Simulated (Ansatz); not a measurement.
**ClH2O3Ta (SMILES [O]=[Ta]([OH])([OH])[Cl]): density, localisation and related maps**

```xyz
7

O    -1.0988   -1.8485    0.1563
Ta   -0.3987   -0.2861    0.0994
O     1.0944   -0.3214    1.2698
O     0.0876    0.0214   -1.7088
Cl   -1.9250    1.3049    0.7984
H     1.7680    0.3205    1.4944
H     0.5336    0.7410   -2.1553
```

Geometry: PBE0-D4/def2-TZVP; core potentials replace the inner electrons of Ta.

Theory: Ansatz 0.2.0, RKS PBE0-D4/def2-TZVPP.

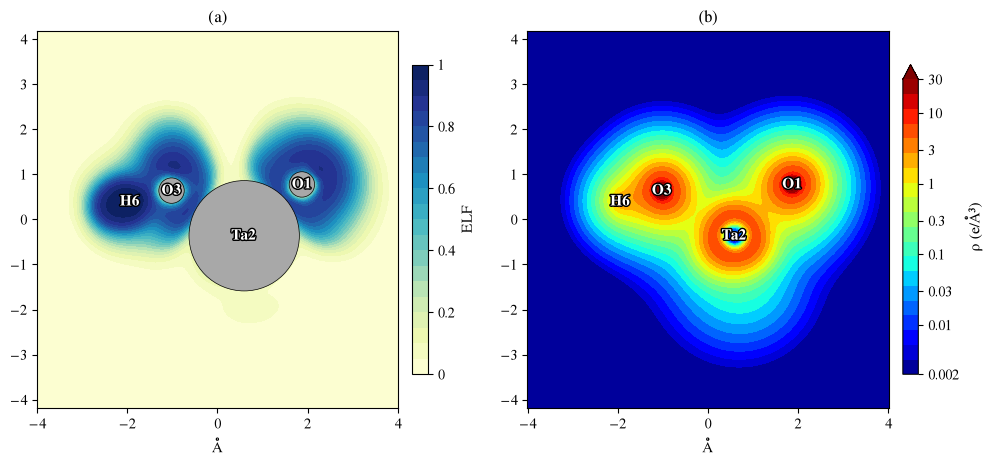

Figure 1. (a) electron localisation function; (b) electron density on the plane of atoms O1, Ta2 and O3. Grey discs cover the atomic cores in the ELF map.

> Describe what can be read from this map.

- Atoms in the plane: O, Ta and H.
- Ta–O (1.71 Å): the density is about 1.8 e/Å³ at the midpoint; the ELF peaks at about 0.80 in the valence shell of O, 0.5 Å from its nucleus, and drops to about 0.40 between the two atoms.
- O–H (0.96 Å): ρ at the midpoint is about 3.8 e/Å³; the ELF climbs to about 1 towards the hydrogen, as it does in any bond to H: an ordinary covalent bond to hydrogen.
- Ta–O (1.90 Å): ρ is about 1 e/Å³ halfway; the ELF peaks at about 0.85 in the valence shell of O, 0.5 Å from its nucleus, and drops to about 0.25 between the two atoms.

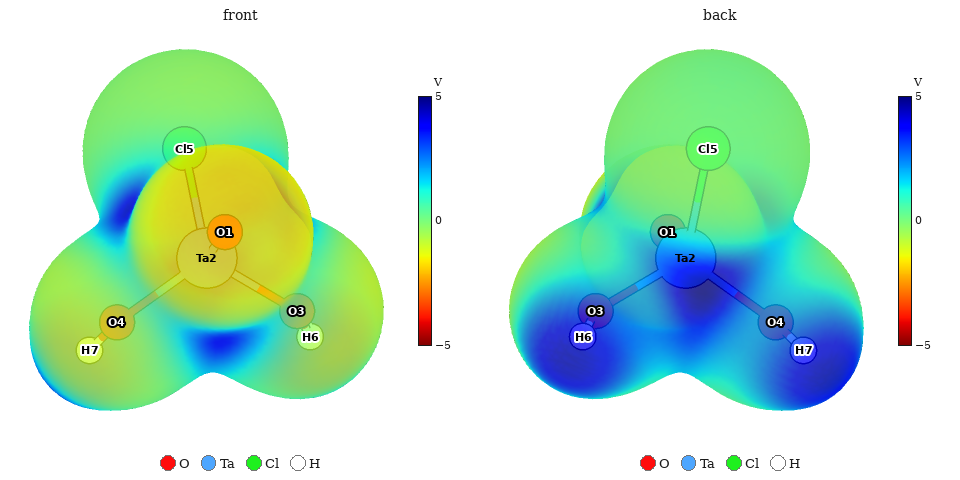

Figure 2. The molecular electrostatic potential painted on the density surface at 0.004 e/bohr³, seen from the front and from behind; the colour scale runs from red (negative) to blue (positive).

> Which sites attract a positive test charge, and which a negative one?

A positive charge is drawn to the negative regions and a negative charge to the positive ones. The most negative region (about −1.9 V) lies over O1, the most positive (about +4.4 V) over Ta2 and H7. O1 is the likeliest acceptor of a hydrogen bond.

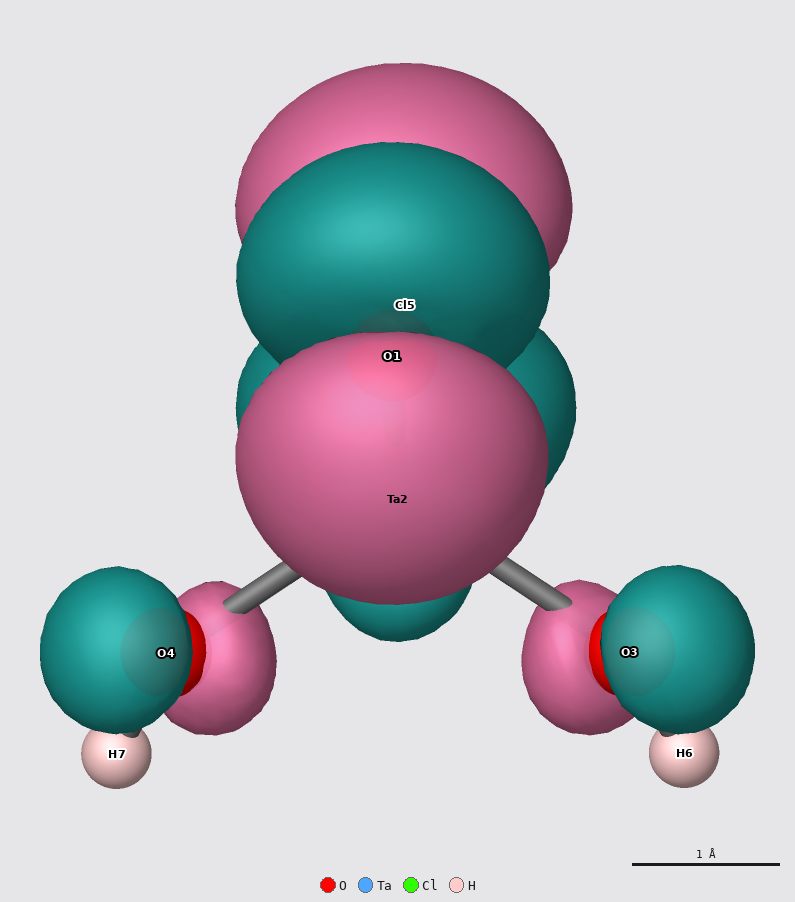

Figure 3. One frontier orbital at ±0.08 Å⁻³ᐟ² (teal and pink are the two phases), seen across its widest extent.

> Which orbital is it: HOMO or LUMO?

The HOMO, at −9.07 eV. It lies mainly on O1 (about 45 %), Cl5 (about 35 %) and Ta2 (about 10 %); largely a combination of lone pairs on O1 and Cl5.
